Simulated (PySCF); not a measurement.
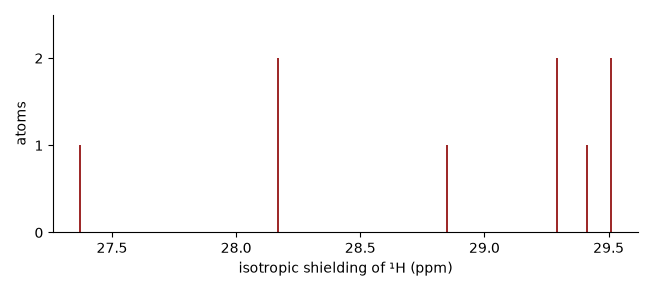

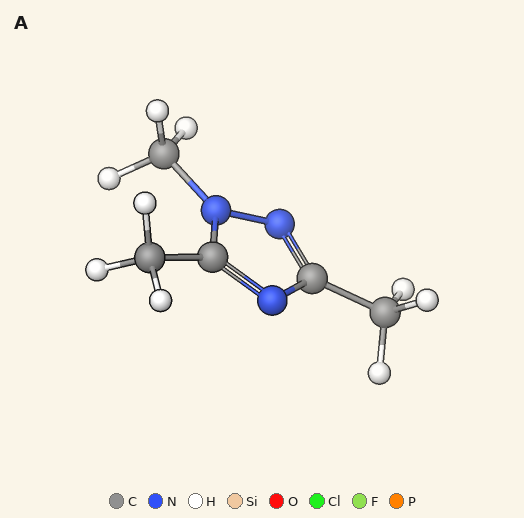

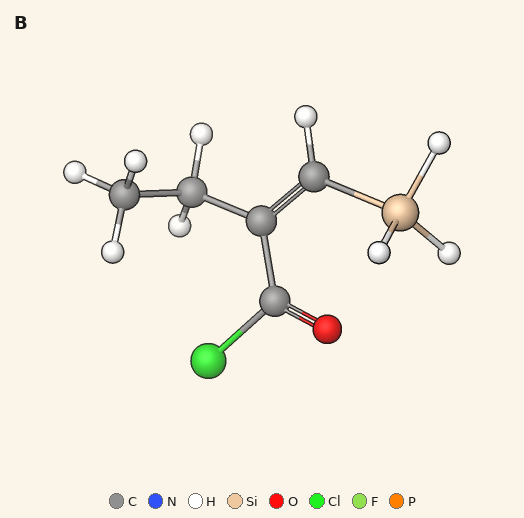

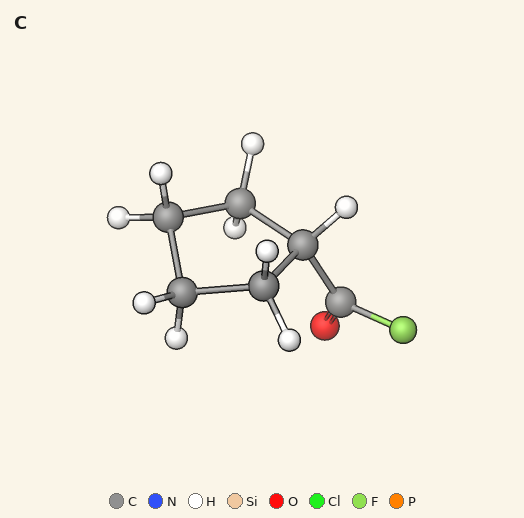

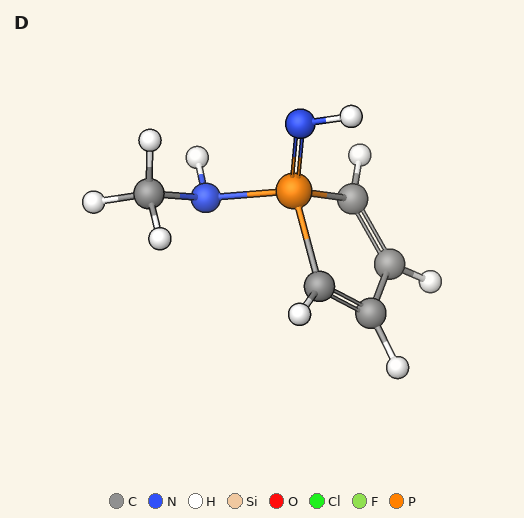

The sticks are computed shieldings of one of the molecules, for one fixed geometry (GFN2-xTB) without averaging over rotations. Low shielding means a high chemical shift. Method: GIAO PBE0/pcSseg-1 NMR shielding, non-relativistic, gas phase (PySCF 2.14.0).

Question: Match the spectrum to a structure.

Answer: A, `Cc1nc(C)n(C)n1`. Its 9 H atoms give lines at 27.37, 28.17 (2 atoms), 28.85, 29.29 (2 atoms), 29.41, 29.51 (2 atoms) ppm.

The geometry is semi-empirical. Around P, Si such bond lengths and angles can be off by a tenth of an ångström or more and by several degrees, and values that hang on the shape move with them.
